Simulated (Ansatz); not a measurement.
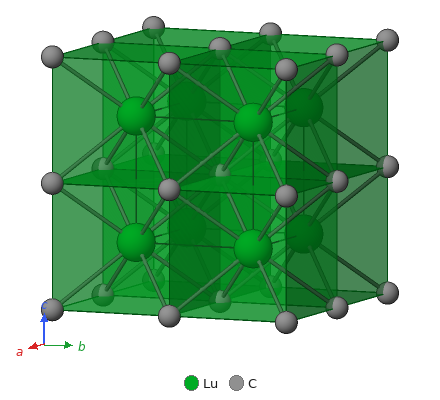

LuC (Pm-3m, No. 221): the input geometry of a calculation; the starting structure was generated, so it need not be a known form of this composition.

```cif
data_structure
_symmetry_space_group_name_H-M 'Pm-3m'
_symmetry_Int_Tables_number 221
_cell_length_a 2.9783
_cell_length_b 2.9783
_cell_length_c 2.9783
_cell_angle_alpha 90.000
_cell_angle_beta 90.000
_cell_angle_gamma 90.000
_cell_volume 26.42
loop_
_atom_site_label
_atom_site_type_symbol
_atom_site_symmetry_multiplicity
_atom_site_Wyckoff_symbol
_atom_site_fract_x
_atom_site_fract_y
_atom_site_fract_z
_atom_site_occupancy
Lu1 Lu 1 a 0.00000 0.00000 0.00000 1
C1 C 1 b 0.50000 0.50000 0.50000 1
```

Question: What will a dark-field STEM-like image along [110] show? The image is simulated as a sum over atoms of Z^1.7, blurred by a 1.00 Å probe (no channelling). The probe carries 25 % of its weight in a tail 2.5 times as wide. Shot noise was added.

Answer: The columns repeat on a rectangular net of 2.11 × 2.98 Å (plane group p2mm). The brightest columns hold 1 Lu per repeat. The C columns make no clear peak of their own: they are too faint or too near a brighter column. The shortest distance between visible columns is 2.11 Å in projection (between Lu columns). Along the beam the structure repeats every 4.21 Å.

| column | atoms along the beam per repeat | peak brightness |
| --- | --- | --- |
| Lu | 1 Lu | 100 % |
| C | 1 C | <5 % |

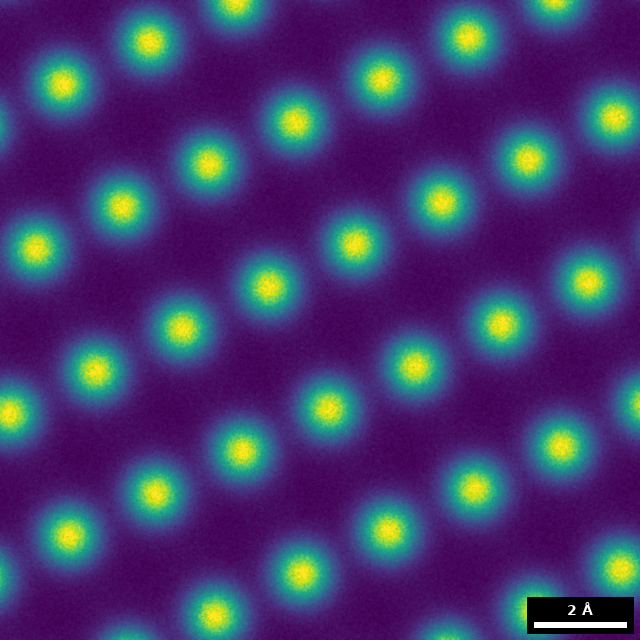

The simulated image.
